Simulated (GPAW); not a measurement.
# Molecular dynamics, with input and output: CuHO

CuHO, computed with RPBE/plane waves, dispersion D3(BJ), scalar-relativistic datasets (GPAW 26.7.0).

The geometry comes from this level: GFN2-xTB.

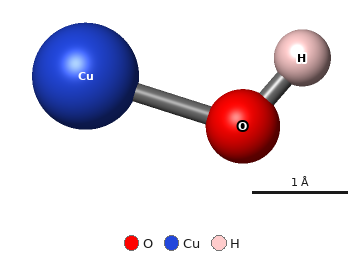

Fig. 1: The input geometry (ball-and-stick view, seen on its broad side). Sticks mark near contacts.

Key numbers:

```tsv
quantity	value
outcome	finished
mean temperature over the second half	126 K
trajectory	21 frames kept, 10 fs
hardware	1 thread of Arm Neoverse V2, 24 GiB of memory available, shared host
wall time	35 s
peak memory	0.21 GiB
```

Remarks:

Settings chosen away from the usual ones: nbands set to -1. So short a trajectory is not equilibrated.

The input (mol.py):
```python
import numpy as np
from ase import Atoms, units
from ase.calculators.mixing import SumCalculator
from ase.md.velocitydistribution import MaxwellBoltzmannDistribution, Stationary, ZeroRotation
from ase.md.verlet import VelocityVerlet
from ase.units import Bohr
from dftd3.ase import DFTD3
from gpaw import GPAW, PW

# Atomic positions
positions_bohr = np.array(
              [[ -0.582130,  -0.731891,  -0.412282],
               [  2.185317,   0.025152,   1.203585],
               [ -1.603187,   0.706739,  -0.791304]])
molecule = Atoms('OCuH', positions=positions_bohr * Bohr)
molecule.center(vacuum=3.0)
molecule.pbc = True

# Calculator
calc = GPAW(mode=PW(450),
            symmetry='off',
            occupations={'name': 'fermi-dirac', 'width': 0.02},
            maxiter=80,
            xc='RPBE',
            nbands=-1,
            txt='mol.txt')
molecule.calc = SumCalculator([DFTD3(method='RPBE', damping='d3bj'), calc])

rng = np.random.default_rng(3)
MaxwellBoltzmannDistribution(molecule, temperature_K=100, rng=rng)
Stationary(molecule)
ZeroRotation(molecule)
dyn = VelocityVerlet(molecule, timestep=0.5 * units.fs, trajectory='md.traj', logfile='-')
dyn.run(20)
```

Launch command:
```bash
python3 -u mol.py | tee mol.out
```

The program's output:
```
DeprecationWarning: Use thermalize_momenta
  warnings.warn('Periodic boundary conditions are ignored '
Time[ps]      Etot[eV]     Epot[eV]     Ekin[eV]    T[K]
0.0000         -10.3150     -10.3854       0.0704   181.4
0.0005         -10.3154     -10.3921       0.0767   197.9
0.0010         -10.3152     -10.3867       0.0715   184.3
0.0015         -10.3148     -10.3704       0.0555   143.2
0.0020         -10.3144     -10.3490       0.0346    89.3
0.0025         -10.3140     -10.3298       0.0158    40.7
0.0030         -10.3138     -10.3186       0.0048    12.5
0.0035         -10.3139     -10.3185       0.0047    12.1
0.0040         -10.3141     -10.3288       0.0147    37.8
0.0045         -10.3145     -10.3453       0.0308    79.3
0.0050         -10.3150     -10.3614       0.0464   119.7
0.0055         -10.3154     -10.3700       0.0547   141.0
0.0060         -10.3153     -10.3666       0.0513   132.2
0.0065         -10.3148     -10.3524       0.0376    97.0
0.0070         -10.3141     -10.3357       0.0217    55.8
0.0075         -10.3136     -10.3278       0.0142    36.6
0.0080         -10.3138     -10.3359       0.0221    57.0
0.0085         -10.3144     -10.3577       0.0433   111.7
0.0090         -10.3151     -10.3832       0.0681   175.6
0.0095         -10.3154     -10.4014       0.0859   221.6
0.0100         -10.3153     -10.4065       0.0911   235.1
```

Trajectory as extended XYZ (Å, eV, eV/Å), 21 frames, from step=0 to step=20:
```
3
Properties=species:S:1:pos:R:3:forces:R:3 step=0 time_fs=0.0 energy=-10.38539 temperature=181.4
O     3.5403    3.0000    3.2006   -0.3431  -1.4762  -0.2954
Cu    5.0048    3.4006    4.0556    0.8663   0.3705   0.5232
H     3.0000    3.7613    3.0000   -0.5111   1.1501  -0.1516
3
Properties=species:S:1:pos:R:3:forces:R:3 step=1 time_fs=0.5 energy=-10.39210 temperature=197.9
O     3.5425    3.0002    3.2018   -0.8633  -0.8735  -0.5092
Cu    5.0045    3.4004    4.0555    0.9076   0.4027   0.5500
H     2.9868    3.7677    2.9935   -0.0326   0.5157   0.0313
3
Properties=species:S:1:pos:R:3:forces:R:3 step=2 time_fs=1.0 energy=-10.38671 temperature=184.3
O     3.5445    3.0004    3.2029   -1.3726  -0.2988  -0.7206
Cu    5.0042    3.4003    4.0553    0.9461   0.4325   0.5749
H     2.9734    3.7753    2.9871    0.4380  -0.0881   0.2140
3
Properties=species:S:1:pos:R:3:forces:R:3 step=3 time_fs=1.5 energy=-10.37039 temperature=143.2
O     3.5463    3.0004    3.2039   -1.8142   0.1796  -0.9066
Cu    5.0039    3.4002    4.0551    0.9810   0.4590   0.5973
H     2.9612    3.7827    2.9812    0.8445  -0.5930   0.3740
3
Properties=species:S:1:pos:R:3:forces:R:3 step=4 time_fs=2.0 energy=-10.34901 temperature=89.3
O     3.5478    3.0005    3.2048   -2.1573   0.5312  -1.0538
Cu    5.0037    3.4001    4.0550    1.0116   0.4813   0.6168
H     2.9509    3.7888    2.9762    1.1562  -0.9676   0.4986
3
Properties=species:S:1:pos:R:3:forces:R:3 step=5 time_fs=2.5 energy=-10.32979 temperature=40.7
O     3.5490    3.0007    3.2056   -2.3895   0.7525  -1.1561
Cu    5.0035    3.4000    4.0549    1.0376   0.4975   0.6330
H     2.9434    3.7924    2.9724    1.3615  -1.2039   0.5821
3
Properties=species:S:1:pos:R:3:forces:R:3 step=6 time_fs=3.0 energy=-10.31865 temperature=12.5
O     3.5498    3.0010    3.2061   -2.5057   0.8385  -1.2112
Cu    5.0034    3.3999    4.0548    1.0579   0.5095   0.6455
H     2.9392    3.7933    2.9700    1.4569  -1.3035   0.6225
3
Properties=species:S:1:pos:R:3:forces:R:3 step=7 time_fs=3.5 energy=-10.31853 temperature=12.1
O     3.5503    3.0014    3.2065   -2.5053   0.7965  -1.2176
Cu    5.0033    3.3998    4.0547    1.0721   0.5170   0.6541
H     2.9385    3.7909    2.9691    1.4423  -1.2697   0.6192
3
Properties=species:S:1:pos:R:3:forces:R:3 step=8 time_fs=4.0 energy=-10.32879 temperature=37.8
O     3.5504    3.0019    3.2067   -2.3873   0.6270  -1.1748
Cu    5.0032    3.3998    4.0547    1.0805   0.5183   0.6587
H     2.9412    3.7856    2.9696    1.3163  -1.1020   0.5713
3
Properties=species:S:1:pos:R:3:forces:R:3 step=9 time_fs=4.5 energy=-10.34531 temperature=79.3
O     3.5501    3.0025    3.2067   -2.1491   0.3278  -1.0812
Cu    5.0032    3.3998    4.0547    1.0824   0.5146   0.6592
H     2.9470    3.7776    2.9715    1.0771  -0.7987   0.4778
3
Properties=species:S:1:pos:R:3:forces:R:3 step=10 time_fs=5.0 energy=-10.36143 temperature=119.7
O     3.5495    3.0032    3.2065   -1.7944  -0.0974  -0.9387
Cu    5.0032    3.3998    4.0547    1.0783   0.5057   0.6556
H     2.9555    3.7677    2.9746    0.7273  -0.3612   0.3397
3
Properties=species:S:1:pos:R:3:forces:R:3 step=11 time_fs=5.5 energy=-10.37003 temperature=141.0
O     3.5486    3.0039    3.2062   -1.3388  -0.6398  -0.7539
Cu    5.0033    3.3998    4.0547    1.0685   0.4924   0.6484
H     2.9657    3.7569    2.9785    0.2825   0.1946   0.1633
3
Properties=species:S:1:pos:R:3:forces:R:3 step=12 time_fs=6.0 energy=-10.36659 temperature=132.2
O     3.5475    3.0044    3.2058   -0.8224  -1.2533  -0.5430
Cu    5.0034    3.3998    4.0548    1.0535   0.4759   0.6378
H     2.9765    3.7466    2.9828   -0.2183   0.8245  -0.0356
3
Properties=species:S:1:pos:R:3:forces:R:3 step=13 time_fs=6.5 energy=-10.35245 temperature=97.0
O     3.5464    3.0048    3.2053   -0.3140  -1.8562  -0.3345
Cu    5.0035    3.3999    4.0549    1.0343   0.4573   0.6247
H     2.9869    3.7383    2.9869   -0.7061   1.4455  -0.2294
3
Properties=species:S:1:pos:R:3:forces:R:3 step=14 time_fs=7.0 energy=-10.33575 temperature=55.8
O     3.5451    3.0049    3.2048    0.0896  -2.3324  -0.1662
Cu    5.0037    3.4000    4.0550    1.0116   0.4385   0.6097
H     2.9955    3.7335    2.9906   -1.0878   1.9403  -0.3811
3
Properties=species:S:1:pos:R:3:forces:R:3 step=15 time_fs=7.5 energy=-10.32781 temperature=36.6
O     3.5439    3.0047    3.2042    0.2998  -2.5630  -0.0744
Cu    5.0039    3.4001    4.0551    0.9867   0.4205   0.5936
H     3.0015    3.7332    2.9933   -1.2734   2.1892  -0.4552
3
Properties=species:S:1:pos:R:3:forces:R:3 step=16 time_fs=8.0 energy=-10.33588 temperature=57.0
O     3.5427    3.0040    3.2037    0.2682  -2.4775  -0.0770
Cu    5.0042    3.4002    4.0553    0.9593   0.4041   0.5763
H     3.0045    3.7383    2.9949   -1.2155   2.1209  -0.4336
3
Properties=species:S:1:pos:R:3:forces:R:3 step=17 time_fs=8.5 energy=-10.35772 temperature=111.7
O     3.5415    3.0030    3.2031    0.0181  -2.0936  -0.1645
Cu    5.0045    3.4003    4.0554    0.9287   0.3903   0.5576
H     3.0046    3.7483    2.9955   -0.9358   1.7474  -0.3255
3
Properties=species:S:1:pos:R:3:forces:R:3 step=18 time_fs=9.0 energy=-10.38322 temperature=175.6
O     3.5404    3.0017    3.2025   -0.3712  -1.4975  -0.3054
Cu    5.0048    3.4004    4.0556    0.8944   0.3793   0.5372
H     3.0025    3.7626    2.9954   -0.5116   1.1613  -0.1618
3
Properties=species:S:1:pos:R:3:forces:R:3 step=19 time_fs=9.5 energy=-10.40138 temperature=221.6
O     3.5392    3.0001    3.2018   -0.8053  -0.8088  -0.4620
Cu    5.0052    3.4006    4.0559    0.8567   0.3674   0.5149
H     2.9991    3.7797    2.9948   -0.0394   0.4859   0.0193
3
Properties=species:S:1:pos:R:3:forces:R:3 step=20 time_fs=10.0 energy=-10.40648 temperature=235.1
O     3.5379    2.9984    3.2011   -1.2023  -0.1440  -0.6017
Cu    5.0056    3.4008    4.0561    0.8151   0.3542   0.4902
H     2.9956    3.7979    2.9943    0.4003  -0.1698   0.1862
```

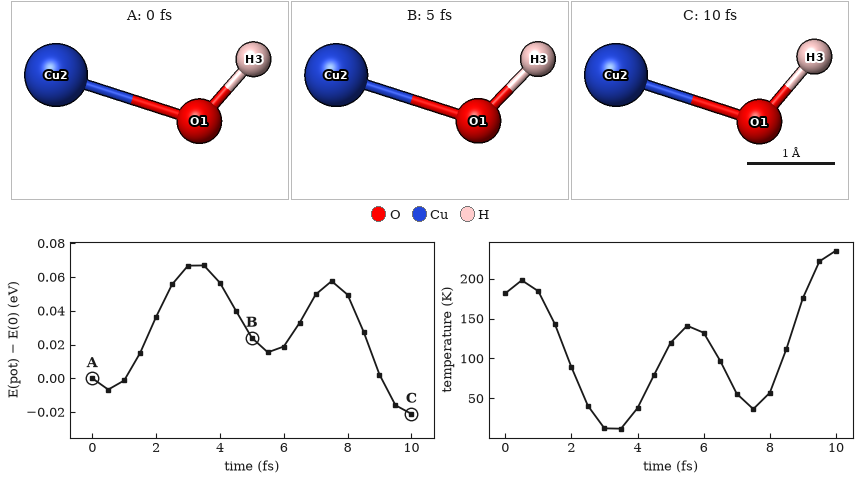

Fig. 2: Frames of the molecular dynamics (ball-and-stick, seen on its broad side) above the curves, on which the letters mark them. The trajectory kept here has 21 frames over 10 fs. The temperature starts at 181 K, ranges from 12 to 235 K and averages 126 K over the second half. The potential energy ends 0.021 eV below its first value. After an unweighted best fit of the last frame on the first, the root-mean-square displacement is 0.01 Å.
